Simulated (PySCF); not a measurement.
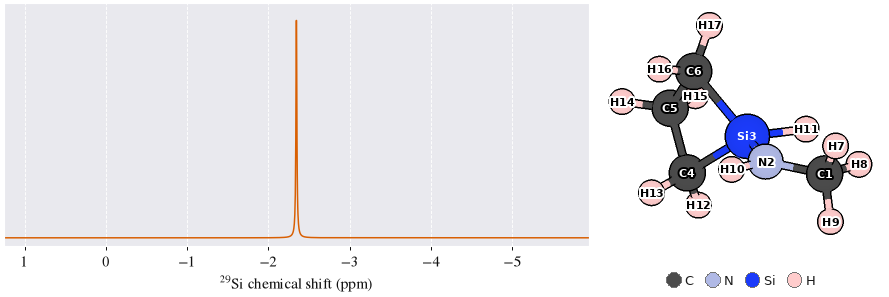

Spectrum and numbered structure of C₄H₁₁NSi, SMILES CN[SiH]1CCC1. GIAO shifts, PBE/pcSseg-1 with PySCF 2.14.0, at a PBE0-D3(BJ)/def2-SVP geometry (no frequency check), against TMS for ²⁹Si computed at the same level. Gas phase, fully decoupled, line heights follow the number of nuclei, widths are arbitrary (no quadrupolar broadening); values of one conformer, averaged over methyl-type rotors and exact or near symmetry; other conformers aren't averaged in.

> Where does the ²⁹Si line lie?

At −2.3 ppm (Si3).
